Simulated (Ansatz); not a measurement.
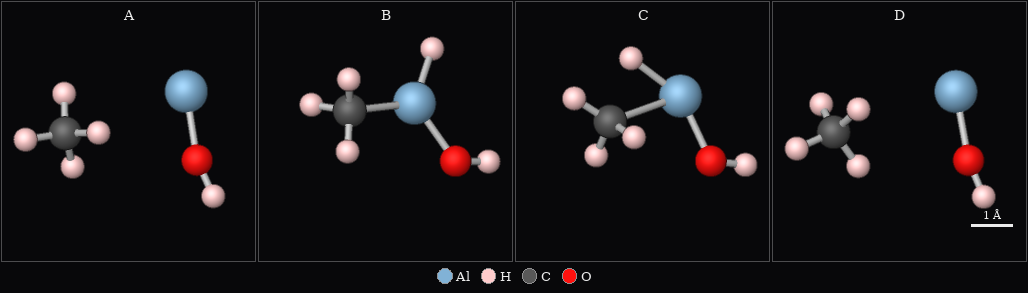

4 geometries from a converged minimum-energy path of CH5AlO, shuffled. A ball-and-stick model, seen at a tilt.

Theory: RKS PBE-D4/def2-SVPD (Ansatz). Run with 5 movable images; climbing image; force threshold 0.05 eV/Å; iteration limit 60; starting path through a guess of the saddle point.

> Which frame is the transition state?

C. In order along the path, whose images run from 0 to 6: B (image 0, 0.0 kJ/mol), C (image 2, +299.4 kJ/mol), A (image 5, +46.0 kJ/mol), D (image 6, +45.7 kJ/mol). Breaking: Al–C (1.95 → 3.73 Å), Al–H (1.60 → 3.51 Å). Forming: C–H (3.16 → 1.11 Å).
